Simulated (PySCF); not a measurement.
# C₈H₁₃+: magnetic properties

Aim: compute the magnetic properties of C₈H₁₃+ (`C[C+](C)C#CC(C)C`).

Computed with PySCF 2.14.0 and routines of our own; the level stands in each step. Atoms count from 0.

## (1) The starting structure

21 atoms, charge 1, multiplicity 1; geometry from: GFN2-xTB.

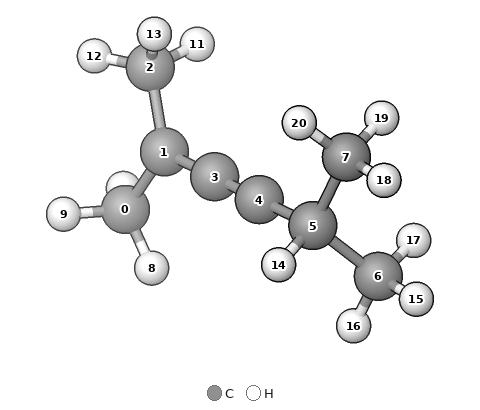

The starting geometry (carbon grey, hydrogen white).

## (2) Magnetic properties: GIAO HF/pcSseg-1

Job settings and geometry (Å):

```
{"job": {"kind": "mag", "xc": "HF", "basis": "pcSseg-1", "isotopologues": 2}, "charge": 1, "multiplicity": 1}
C     -2.843882    -0.722327     1.069808
C     -2.039714     0.045972     0.121175
C     -2.686838     0.748116    -0.987968
C     -0.682616     0.104301     0.260446
C      0.532605     0.154033     0.396790
C      1.947307     0.188537     0.527268
C      2.501687    -1.251746     0.530737
C      2.613309     1.063216    -0.536711
H     -2.252178    -1.400258     1.679887
H     -3.344498    -0.014275     1.740281
H     -3.648023    -1.254038     0.559348
H     -2.662640     0.086757    -1.862471
H     -3.733732     0.960941    -0.779996
H     -2.149287     1.650247    -1.277464
H      2.150667     0.613297     1.522666
H      3.573691    -1.214195     0.701291
H      2.043719    -1.850478     1.313620
H      2.317210    -1.724849    -0.430262
H      3.683499     1.102939    -0.355320
H      2.448363     0.653595    -1.530079
H      2.222432     2.077159    -0.508813
```

Method: GIAO HF/pcSseg-1 magnetisability, rotational g tensor and spin-rotation constants, non-relativistic, gas phase.

Command:

```bash
$ OMP_NUM_THREADS=1 python excited_run.py task.json out
```

This one command runs all jobs of the session in turn.

What it wrote:

```text
final grid: 159504 points
cycle   1  E = -310.0034868329  dE =  2.179e+00  |g| = 6.277e-01  |ddm| = 4.193e+00
cycle   2  E = -310.1281502294  dE = -1.247e-01  |g| = 2.482e-01  |ddm| = 1.102e+00
cycle   3  E = -310.1446671205  dE = -1.652e-02  |g| = 8.856e-02  |ddm| = 3.552e-01
cycle   4  E = -310.1472279376  dE = -2.561e-03  |g| = 3.596e-02  |ddm| = 1.586e-01
cycle   5  E = -310.1476443297  dE = -4.164e-04  |g| = 1.014e-02  |ddm| = 4.323e-02
cycle   6  E = -310.1477203274  dE = -7.600e-05  |g| = 4.596e-03  |ddm| = 1.759e-02
cycle   7  E = -310.1477453966  dE = -2.507e-05  |g| = 2.137e-03  |ddm| = 1.045e-02
cycle   8  E = -310.1477525644  dE = -7.168e-06  |g| = 9.009e-04  |ddm| = 6.329e-03
cycle   9  E = -310.1477540444  dE = -1.480e-06  |g| = 3.827e-04  |ddm| = 2.966e-03
cycle  10  E = -310.1477542518  dE = -2.075e-07  |g| = 1.238e-04  |ddm| = 1.341e-03
cycle  11  E = -310.1477542678  dE = -1.598e-08  |g| = 3.773e-05  |ddm| = 4.078e-04
cycle  12  E = -310.1477542692  dE = -1.392e-09  |g| = 1.344e-05  |ddm| = 1.057e-04
cycle  13  E = -310.1477542695  dE = -2.481e-10  |g| = 8.139e-06  |ddm| = 3.434e-05
converged SCF energy = -310.1477542695

Magnetisability tensor (1e-30 J/T^2)
    -1150.10       16.67       35.48
       16.67    -1416.22      -46.02
       35.48      -46.02    -1324.12
isotropic -1296.81   principal values   -1438.24  -1309.27  -1142.93
isotropic susceptibility -78.096 1e-6 cm^3/mol

Inertial axes            a          b          c
rot. const./GHz      4.1155     0.8840     0.7709
chi total           -69.216    -80.197    -84.874
chi diamagnetic    -425.820  -1512.864  -1729.915
chi paramagnetic    356.604   1432.667   1645.040
quadrupole/D A       31.035    -12.721    -18.314
g nuclear            0.6698     0.6060     0.6083
g electronic        -0.6895    -0.5950    -0.5958
g total             -0.0196     0.0110     0.0125

Spin-rotation constants (kHz, H = +C I.J)
atom  isotope        aa         bb         cc
  8     1H       -0.345     -0.006     -0.101
  9     1H       -0.389     -0.106     -0.017
 10     1H       -0.129     -0.108     -0.053
 11     1H       -0.551     -0.102      0.008
 12     1H        0.102     -0.109     -0.093
 13     1H       -0.395     -0.011     -0.088
 14     1H       -0.380     -0.104     -0.004
 15     1H        0.069     -0.109     -0.096
 16     1H       -0.384     -0.014     -0.097
 17     1H       -0.479     -0.109     -0.000
 18     1H        0.064     -0.108     -0.098
 19     1H       -0.477     -0.100     -0.007
 20     1H       -0.402     -0.052     -0.059
  0    13C*       0.812      0.120      0.110
  1    13C*       3.410      0.531      0.106
  3    13C*      -0.234      0.317      0.263
  4    13C*       2.866      0.443      0.292
  5    13C*       0.629      0.122      0.095
  6    13C*       0.555      0.103      0.108
* in the singly substituted isotopologue

Isotopologues: g along a, b, c
2H    at 8,9,10,11,12,1    -0.0147     0.0092     0.0104
13C   at 0                 -0.0194     0.0108     0.0123
```

It took 16 s on 1 thread of Arm Neoverse V2, shared host; peak memory 0.82 GiB.

In short:

```csv
quantity,value
magnetisability,-1297·10⁻³⁰ J/T²
molar susceptibility,-78.1·10⁻⁶ cm³/mol
"rotational g (a, b, c)","-0.0196, 0.0110, 0.0125"
```

## (3) Magnetic properties: GIAO CAM-B3LYP/def2-SVP

Settings changed since step 2:

```diff
@@ -1,2 +1,2 @@
-{"job": {"kind": "mag", "xc": "HF", "basis": "pcSseg-1", "isotopologues": 2}, "charge": 1, "multiplicity": 1}
+{"job": {"kind": "mag", "xc": "CAM-B3LYP", "basis": "def2-SVP"}, "charge": 1, "multiplicity": 1}
 C     -2.843882    -0.722327     1.069808
```

Method: GIAO CAM-B3LYP/def2-SVP magnetisability, rotational g tensor and spin-rotation constants, non-relativistic, gas phase.

What it wrote:

```text
coarse grid: 16752 points
cycle   1  E = -311.8019981193  dE =  1.382e+00  |g| = 4.064e-01  |ddm| = 4.773e+00
cycle   2  E = -311.8139544557  dE = -1.196e-02  |g| = 3.799e-01  |ddm| = 1.050e+00
cycle   3  E = -311.8470350976  dE = -3.308e-02  |g| = 8.672e-02  |ddm| = 4.399e-01
cycle   4  E = -311.8482527924  dE = -1.218e-03  |g| = 5.854e-02  |ddm| = 1.256e-01
cycle   5  E = -311.8491215645  dE = -8.688e-04  |g| = 6.998e-03  |ddm| = 5.878e-02
cycle   6  E = -311.8491355545  dE = -1.399e-05  |g| = 2.363e-03  |ddm| = 1.100e-02
cycle   7  E = -311.8491386014  dE = -3.047e-06  |g| = 7.227e-04  |ddm| = 4.391e-03
final grid: 159504 points
cycle   8  E = -311.9165968177  dE = -4.455e-05  |g| = 4.266e-03  |ddm| = 3.147e-02
cycle   9  E = -311.9165982824  dE = -1.465e-06  |g| = 3.717e-03  |ddm| = 8.208e-03
cycle  10  E = -311.9166017314  dE = -3.449e-06  |g| = 3.691e-04  |ddm| = 3.689e-03
cycle  11  E = -311.9166017691  dE = -3.777e-08  |g| = 2.278e-04  |ddm| = 6.847e-04
cycle  12  E = -311.9166017825  dE = -1.341e-08  |g| = 9.055e-05  |ddm| = 3.060e-04
cycle  13  E = -311.9166017852  dE = -2.617e-09  |g| = 3.225e-05  |ddm| = 1.118e-04
cycle  14  E = -311.9166017858  dE = -6.454e-10  |g| = 1.301e-05  |ddm| = 7.376e-05
converged SCF energy = -311.9166017858

Magnetisability tensor (1e-30 J/T^2)
    -1087.85       17.48       40.04
       17.48    -1377.73      -45.88
       40.04      -45.88    -1279.67
isotropic -1248.42   principal values   -1399.00  -1266.65  -1079.60
isotropic susceptibility -75.181 1e-6 cm^3/mol

Inertial axes            a          b          c
rot. const./GHz      4.1155     0.8840     0.7709
chi total           -65.461    -77.737    -82.346
chi diamagnetic    -423.513  -1510.965  -1728.101
chi paramagnetic    358.052   1433.228   1645.754
quadrupole/D A       30.524    -12.537    -17.987
g nuclear            0.6698     0.6060     0.6083
g electronic        -0.6923    -0.5952    -0.5960
g total             -0.0224     0.0108     0.0123

Spin-rotation constants (kHz, H = +C I.J)
atom  isotope        aa         bb         cc
  8     1H       -0.340     -0.005     -0.103
  9     1H       -0.381     -0.108     -0.016
 10     1H       -0.113     -0.111     -0.053
 11     1H       -0.550     -0.104      0.010
 12     1H        0.127     -0.112     -0.095
 13     1H       -0.392     -0.010     -0.090
 14     1H       -0.378     -0.103     -0.001
 15     1H        0.086     -0.112     -0.098
 16     1H       -0.392     -0.013     -0.098
 17     1H       -0.485     -0.111      0.002
 18     1H        0.076     -0.111     -0.099
 19     1H       -0.486     -0.101     -0.006
 20     1H       -0.412     -0.051     -0.059
  0    13C*       0.811      0.119      0.106
  1    13C*       3.194      0.497      0.104
  3    13C*       0.387      0.308      0.244
  4    13C*       2.459      0.417      0.273
  5    13C*       0.662      0.128      0.098
  6    13C*       0.553      0.098      0.107
* in the singly substituted isotopologue
```

Wall time 32 s (1 thread of Arm Neoverse V2, shared host); peak memory 0.99 GiB.

From this job:

```csv
quantity,value
magnetisability,-1248·10⁻³⁰ J/T²
molar susceptibility,-75.2·10⁻⁶ cm³/mol
"rotational g (a, b, c)","-0.0224, 0.0108, 0.0123"
```

## (4) Magnetic properties side by side

```csv
level,ξ (10⁻³⁰ J/T²),g(a),g(b),gap (eV),functions,time
GIAO HF/pcSseg-1,-1297,-0.0196,0.0110,10.96,201,16 s
GIAO CAM-B3LYP/def2-SVP,-1248,-0.0224,0.0108,6.84,177,32 s
```

## (5) Results

```
                                         quantity                      value
       magnetisability (step 2, GIAO HF/pcSseg-1)           -1297·10⁻³⁰ J/T²
  molar susceptibility (step 2, GIAO HF/pcSseg-1)         -78.1·10⁻⁶ cm³/mol
rotational g (a, b, c) (step 2, GIAO HF/pcSseg-1)    -0.0196, 0.0110, 0.0125
                  magnetisability over the levels  -1297 to -1248·10⁻³⁰ J/T²
```

For an ion, the motion of the centre of mass in the field is left out. The magnetisability spreads by 3.8 % over 2 levels, from GIAO HF/pcSseg-1 (16 s) to GIAO CAM-B3LYP/def2-SVP (32 s); the runs took 16 s to 32 s. Two levels can agree by chance, so this spread shows no convergence. Vibrational averaging and real surroundings are missing from these values.
